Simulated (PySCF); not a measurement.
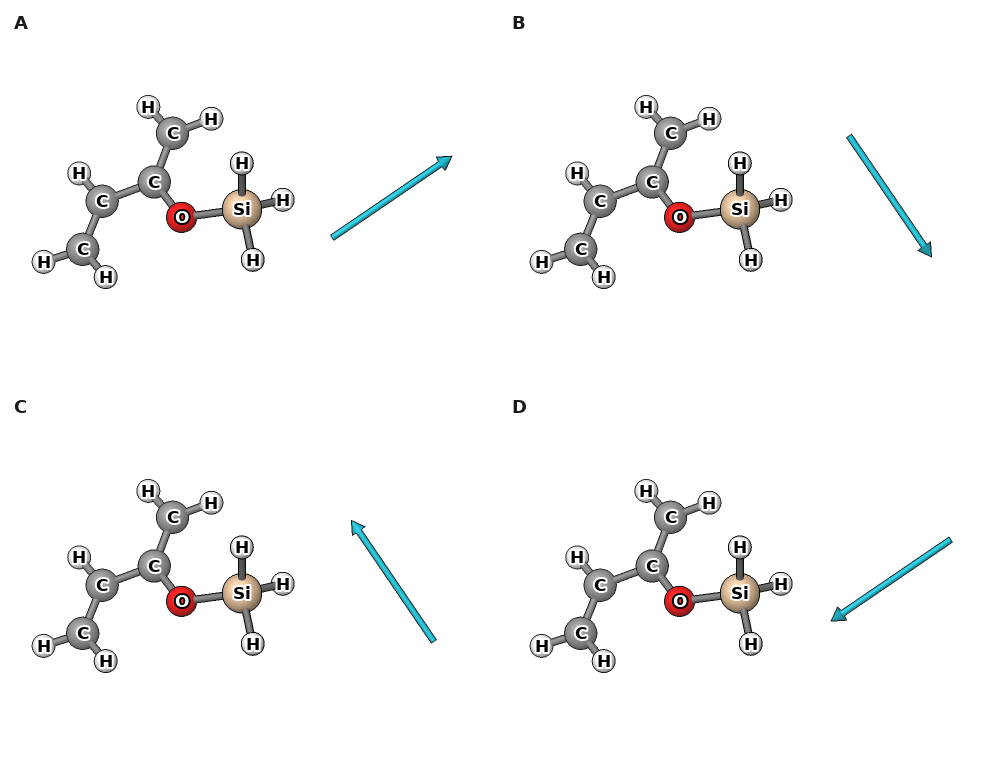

The same molecule four times, each with an arrow. The computed structure is the end point of a PBE0-D3(BJ)/def2-SVP optimisation. No frequency run is at hand to confirm it as a minimum. Level of theory: B3LYP/pcSseg-1, gas phase (PySCF 2.14.0).

Which arrow points along the dipole moment, from the negative to the positive end?

Answer. A. The dipole moment is 0.53 D.
